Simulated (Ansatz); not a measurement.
Input file:

```
crystal:
  periodic: [false, false, false]
  atoms:
    - symbol: C
      position_ang: [1.683676, -0.331584, -0.902411]
    - symbol: C
      position_ang: [0.532440, -0.514180, 0.074202]
    - symbol: Sn
      position_ang: [-1.315863, -1.394271, -0.914057]
    - symbol: H
      position_ang: [1.951050, -1.284603, -1.390572]
    - symbol: H
      position_ang: [2.608831, 0.064253, -0.437082]
    - symbol: H
      position_ang: [1.407845, 0.364722, -1.711924]
    - symbol: H
      position_ang: [0.825731, -1.194933, 0.892336]
    - symbol: H
      position_ang: [0.259666, 0.447545, 0.537313]
    - symbol: H
      position_ang: [-2.393650, -0.965201, 0.471974]
    - symbol: H
      position_ang: [-1.696716, 0.156571, -1.764940]
basis:
  gaussian:
    orbitals: def2-TZVPD
total_charge: -1
hamiltonian:
  xc: {name: PBE0}
output: {forces: true, orbitals: {seedname: orbitals}}
```

Launched as:

```sh
ansatz run input.yaml --threads 2 --pin off --max-ram 4350MiB --events-out events.jsonl --progress --plain --runs-dir runs
```

Geometry: PBE0-D3(BJ)/def2-SVPD; core potentials replace the inner electrons of Sn.

Theory: isolated molecule in a Gaussian basis; Kohn-Sham density functional theory, functional PBE0 in Ansatz 0.2.0.

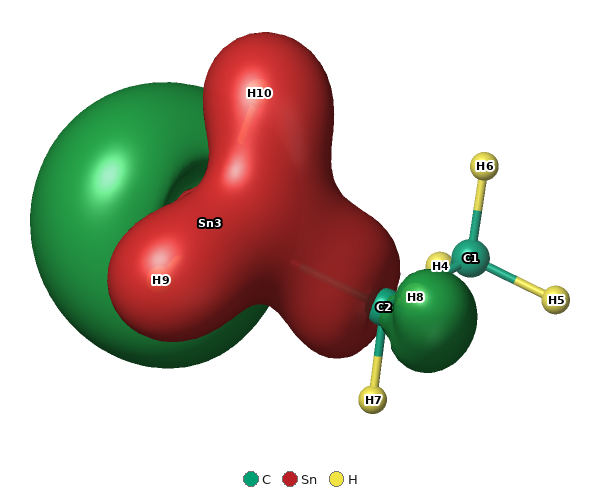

C₂H₇Sn (charge −1). The HOMO at ±0.1 Å⁻³ᐟ² (green and red are the two phases), seen at a tilt.

### Where does this orbital lie, and at what energy?

By Hirshfeld shares it lies mainly on Sn3 (about 70 %), C2 (about 10 %), H10 (about 5 %) and H9 (about 5 %). Its energy is −0.37 eV.
